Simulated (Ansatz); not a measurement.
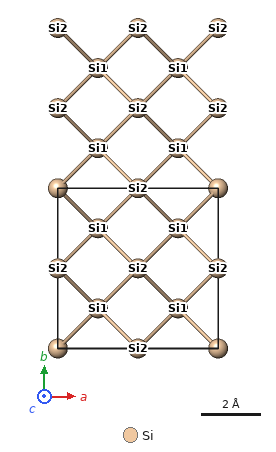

Starting structure of a crystal of Si (set up in Fd-3m). Style: ball-and-stick. Shown: the conventional cell (4 times the calculation's cell), repeated 1 × 2 × 1 with one cell outlined, along the c axis. Lengths and directions refer to the drawn axes.

These are results of DFT LDA, scalar-relativistic, plane waves, PAW in Ansatz 0.2.0, not measurements.

Input file:
```yaml
crystal:
  lattice:
    - [0.0, 2.72185119, 2.72185119]
    - [2.72185119, 0.0, 2.72185119]
    - [2.72185119, 2.72185119, 0.0]
  atoms:
    - { symbol: Si, position: [0.75, 0.75, 0.75] }
    - { symbol: Si, position: [0.5, 0.5, 0.5] }
basis:
  ecutwfc: 420
kpoints:
  mp_grid: { grid: [8, 8, 8] }
hamiltonian:
  xc: lda
scf:
  occupations: { method: gaussian, width: 0.02 }
output:
  forces: true
  stress: true
  eigenvalues: true
  write_density: true
  write_potential: true
  elf: true
  volumetric_format: npy
relax:
  adjacent_minimum: "off"
  f_tol: 0.005
  max_steps: 80
  cell: { stress_tol: 0.05 }
```

Launched with:
```bash
ansatz run input.yaml --threads 4 --pin off --max-ram 8192MiB --backend cpu --events-out ev --progress --plain --runs-dir out
```

### Predict the outcome.

After 2 accepted moves (3 points after the start) the energy has fallen by 6.2 meV per cell of the calculation. All forces vanish by symmetry, so only the cell relaxes. The pressure goes from −2.11 to 0.01 GPa. At 1 point the geometry stayed and the basis and grid were re-selected for the new cell (energy shift of 0.2 meV per cell of the calculation at most each time). The atoms keep their places relative to the cell (all moves are under 0.005 Å). The volume changes by −2.3 %, with a = b = c 5.444 → 5.402 Å (−0.8 %). Near-neighbour distances that change, for instance: Si1–Si2 2.357 → 2.339 Å. The space group stays Fd-3m (No. 227). Cost: 2 s on 4 threads of Intel(R) Xeon(R) Platinum 8259CL CPU @ 2.50GHz (Skylake/Cascade Lake) (shared host), peak memory 0.36 GiB.
